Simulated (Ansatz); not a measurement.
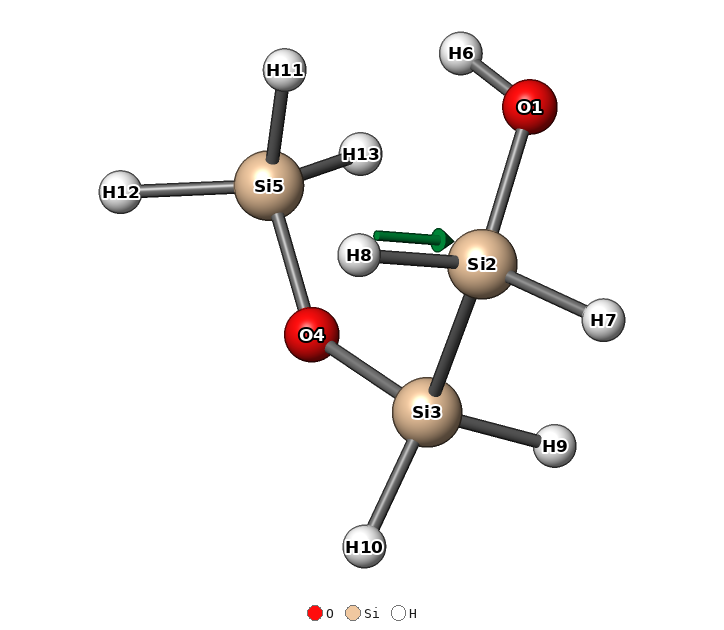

The arrows show one normal mode. Harmonic vibrations computed with RKS PBE0-D4/def2-TZVP (Ansatz 0.2.0) at a stationary point of the same level.

### What kind of motion is it?

Mostly Si–H stretching.

### Estimate its harmonic wavenumber.

2183 cm⁻¹; it is mode 27 of 33 counted from the lowest.
